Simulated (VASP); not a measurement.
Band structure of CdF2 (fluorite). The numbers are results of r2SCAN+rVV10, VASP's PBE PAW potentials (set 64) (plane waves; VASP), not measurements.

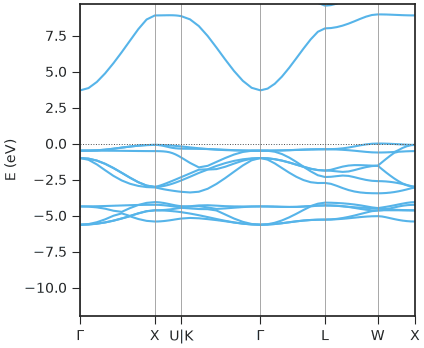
Figure: Bands along high-symmetry lines, zero at the valence-band maximum or, without a gap, the Fermi level

Read the plot: is there a gap, and where are the band edges?

The gap is indirect, 3.70 eV, from the valence maximum at W to the conduction minimum at Γ.

Measured: gap 7.80 eV (computed value off by -4.10 eV), as given by Giancarlo Cappellini et al., Physical Review B (2013), arXiv:1302.2571.

The compound is CdF2 in the fluorite structure. It was relaxed first.
